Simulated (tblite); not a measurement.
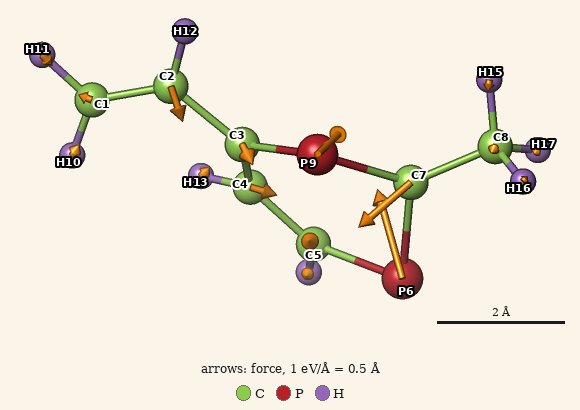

Starting geometry of C7H8P2 with the computed forces as orange arrows. The picture is a ball-and-stick view, seen from a free direction.

Computed with GFN2-xTB geometry optimisation, gas phase in tblite. 

Q: What follows when this structure is relaxed?

A: It isn't relaxed: the largest force vector, on a P atom, is 3.09 eV/Å. The final displacements follow the starting forces only in part (cosine between the two patterns 0.39). The energy falls by 146.6 kJ/mol in 54 geometry steps. The largest move after the best rigid fit is that of a P atom, 1.03 Å. By element the largest moves are P 1.03 Å, H 0.59 Å, C 0.34 Å. Among the contacts that change: C–P 1.848 → 1.742 Å, C–P 1.824 → 1.735 Å, C–C 1.416 → 1.375 Å, C–C 1.486 → 1.457 Å. Bond angles that change, for instance: P–C–P 116.2° → 129.4°, C–P–C 97.7° → 105.1°, C–P–C 97.1° → 103.3°. Groups turn about C–C by about 30°. The run took 0.48 s on 1 thread of Arm Neoverse V1 (shared host).
